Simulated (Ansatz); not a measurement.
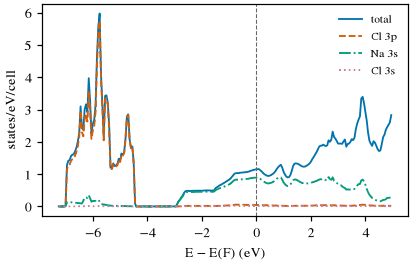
Figure: Total and projected density of states of Na3Cl in space group P4/mmm (No. 123; Na on 1b, Na on 2h, Cl on 1a), the program Ansatz at the r²SCAN level (PAW)

Which orbitals carry the states next to the Fermi level?

Within 0.5 eV of the Fermi level: Na 3s 78 %, outside the projected shells 17 %. Projections are on Löwdin-orthogonalised atomic valence shells; empty p or d shells of many metals are not among them.

Where is the tallest occupied peak in this window, and what makes it?

Near -5.8 eV, about 6.0 states/eV per cell; the largest projected share is Cl 3p.

The first step of the workflow began from a Materials Project structure, measured or hypothetical; the Crystallography Open Database copy checked does not list it. Its standing as an ambient phase is unchecked. Symmetry was held in the r²SCAN relaxation; its stability against distortions is not shown here.

Potentials: the later of the program's two PAW sets.
